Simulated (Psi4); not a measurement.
# CCSD(T)/6-31G(d) (spherical functions, sweep point 3) run of SiNH5 (Si(NH2)H3)

What is the vertical ionisation energy of SiNH5 (Si(NH2)H3) at CCSD(T)/6-31G* (spherical functions, sweep point 3)? 

The calculation is run with Psi4 1.11.

4 further runs of the same task are left out: 4 set aside as unsound or not needed.

**1. The system as given**

SiNH5: 7 atoms, total charge 0, spin state singlet. SMILES: `[H][Si]([H])([H])N`. The coordinates come from a GFN2-xTB relaxation.

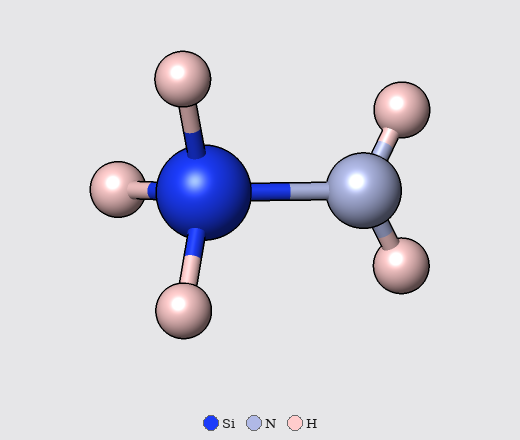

Viewed from a chosen angle; silicon blue, nitrogen light blue, hydrogen pink.

**2. The energy at CCSD(T)/6-31G(d) (spherical functions, sweep point 3)**

Contents of input.inp:

```
memory 1600 MB

molecule system {
  Si    -0.00130391     0.00449755    -1.29066405
  N      0.17132257     0.33767516     1.94369670
  H      1.33732138    -0.80916183     2.91734029
  H     -1.44310825     0.58090181     2.92123313
  H      2.62246743    -0.01874608    -2.14585960
  H     -1.41336396     2.20975124    -2.16581511
  H     -1.27333526    -2.30491785    -2.17993137
  units au
  symmetry c1
}

set puream true
set scf_type pk
set num_frozen_docc 6
set d_convergence 0.0001
set e_convergence 0.0001

e_tot = energy('ccsd(t)/6-31G*')
print_variables()
```

The run is started by

```sh
$ psi4 -i input.inp -o input.out -n 1
```

input.out:

```text
[...]
  Running in c1 symmetry.
[...]
  Nuclear repulsion =   65.167404732323391
[...]
  Multiplicity = 1
[...]
  Nalpha       = 13
  Nbeta        = 13
[...]
    Number of basis functions: 42
[...]
   @RHF iter   1:  -346.19613636905098   -5.50814e-01   9.41826e-03 ADIIS/DIIS
[...]
   @RHF iter   5:  -346.28103800748045   -2.20644e-05   2.40558e-05 DIIS
[...]
    Orbital Energies [Eh]
    ---------------------
    Doubly Occupied:
       1A    -68.758069     2A    -15.529828     3A     -6.120027
       4A     -4.225875     5A     -4.225767     6A     -4.225211
       7A     -1.130265     8A     -0.721470     9A     -0.651451
      10A     -0.547783    11A     -0.491164    12A     -0.478244
      13A     -0.394686
[...]
  @RHF Final Energy:  -346.28103800748045
   => Energetics <=
    Nuclear Repulsion Energy =             65.1674047323233907
    One-Electron Energy =                -607.8970053220798491
    Two-Electron Energy =                 196.4485625822760539
    Total Energy =                       -346.2810380074804470
[...]
 Multipole Moments:
 ------------------------------------------------------------------------------------
     Multipole            Electronic (a.u.)      Nuclear  (a.u.)        Total (a.u.)
 ------------------------------------------------------------------------------------
 L = 1.  Multiply by 2.5417464519 to convert [e a0] to [Debye]
 Dipole X            :          0.0248880           -0.2006834           -0.1757954
 Dipole Y            :          0.0552869           -0.4090653           -0.3537784
 Dipole Z            :          0.1515675            0.1639500            0.3155175
 Magnitude           :                                                    0.5055833
[...]
      * MP2 total energy                      = -346.523545037643544
[...]
      * CCSD total energy                     = -346.553366437951183
[...]
      * CCSD(T) total energy                  = -346.558499183327172
[...]
```

It took 6.6 s on 1 thread of Intel Xeon at 2.70GHz, shared host; peak memory 0.21 GiB.

**3. The doublet cation, same level**

Contents of calc.dat:

```
memory 1.6 GB

molecule {
  1 2
  Si    -0.00130391     0.00449755    -1.29066405
  N      0.17132257     0.33767516     1.94369670
  H      1.33732138    -0.80916183     2.91734029
  H     -1.44310825     0.58090181     2.92123313
  H      2.62246743    -0.01874608    -2.14585960
  H     -1.41336396     2.20975124    -2.16581511
  H     -1.27333526    -2.30491785    -2.17993137
  units bohr
  symmetry c1
}

set {
  basis           6-31G*
  reference       uhf
  puream          true
  scf_type        pk
  num_frozen_docc 6
  d_convergence   0.0001
  e_convergence   0.0001
  maxiter         150
}

energy("ccsd(t)")
print_variables()
```

The run is started by

```sh
$ psi4 -i calc.dat -o calc.out -n 1
```

calc.out:

```text
[...]
  Running in c1 symmetry.
[...]
  Nuclear repulsion =   65.167404732323391
[...]
  Multiplicity = 2
[...]
  Nalpha       = 13
  Nbeta        = 12
[...]
    Number of basis functions: 42
[...]
   @UHF iter   1:  -345.85918435587206   -2.13862e-01   6.45033e-03 ADIIS/DIIS
[...]
   @UHF iter   8:  -345.96431303224580   -2.47475e-05   1.69921e-05 DIIS
[...]
   @S^2 Observed:                7.619201712E-01
[...]
    Orbital Energies [Eh]
    ---------------------
    Alpha Occupied:
       1A    -68.992809     2A    -15.956435     3A     -6.360244
       4A     -4.466986     5A     -4.464302     6A     -4.464029
       7A     -1.554722     8A     -1.031528     9A     -1.030613
      10A     -0.913599    11A     -0.839909    12A     -0.696827
      13A     -0.695010
    Alpha Virtual:
      14A     -0.085769    15A     -0.009027    16A      0.002470
      17A      0.015953    18A      0.025215    19A      0.101527
      20A      0.147254    21A      0.193588    22A      0.206018
      23A      0.294526    24A      0.464838    25A      0.527086
[...]
  @UHF Final Energy:  -345.96431303224580
   => Energetics <=
    Nuclear Repulsion Energy =             65.1674047323233907
    One-Electron Energy =                -600.4604208734053827
    Two-Electron Energy =                 189.3287031088362369
    Total Energy =                       -345.9643130322457978
  UHF NO Occupations:
  HONO-2 :   11  A 1.9980651
  HONO-1 :   12  A 1.9975538
[...]
 Multipole Moments:
 ------------------------------------------------------------------------------------
     Multipole            Electronic (a.u.)      Nuclear  (a.u.)        Total (a.u.)
 ------------------------------------------------------------------------------------
 L = 1.  Multiply by 2.5417464519 to convert [e a0] to [Debye]
 Dipole X            :          0.0652839           -0.2006834           -0.1353995
 Dipole Y            :          0.1495239           -0.4090653           -0.2595414
 Dipole Z            :          1.4218995            0.1639500            1.5858495
 Magnitude           :                                                    1.6126418
[...]
      * MP2 total energy                      = -346.167846796990716
[...]
      * CCSD total energy                     = -346.207273093333527
[...]
      * CCSD(T) total energy                     = -346.212043093978025
[...]
```

Wall time 11 s (1 thread of Intel Xeon at 2.70GHz, shared host); peak memory 0.2 GiB.

**4. What came out**

At CCSD(T)/6-31G* (spherical functions, sweep point 3), 6 core orbitals frozen:

| quantity | value |
| --- | --- |
| singlet SiNH5: total energy | -346.55850 Eh |
| singlet SiNH5: HOMO energy (Hartree–Fock orbitals) | -10.74 eV |
| singlet SiNH5: LUMO energy (Hartree–Fock orbitals) | 3.95 eV |
| singlet SiNH5: HOMO–LUMO gap (Hartree–Fock orbitals) | 14.69 eV |
| singlet SiNH5: correlation energy (6 core orbitals frozen) | -277.5 mEh |
| singlet SiNH5: (T) correction | -5.13 mEh |
| singlet SiNH5: T1 diagnostic | 0.011 |
| doublet cation: total energy | -346.21204 Eh |
| doublet cation: HOMO energy (Hartree–Fock orbitals) (highest over α and β) | -18.82 eV |
| doublet cation: LUMO energy (Hartree–Fock orbitals) (lowest over α and β) | -6.77 eV |
| doublet cation: correlation energy (6 core orbitals frozen) | -247.7 mEh |
| doublet cation: (T) correction | -4.77 mEh |
| doublet cation: ⟨S²⟩ of the reference determinant | 0.762 |
| doublet cation: T1 diagnostic | 0.048 |
| vertical ionisation energy (to the doublet cation) | 9.428 eV |

In words: Removing an electron at fixed nuclei costs 9.43 eV (910 kJ/mol). The triples (singlet SiNH5) make up 1.8 % of the correlation energy. The T1 diagnostic (doublet cation) of 0.048 is above the customary mark for such species, so a single reference may not serve. The triples (doublet cation) make up 1.9 % of the correlation energy.
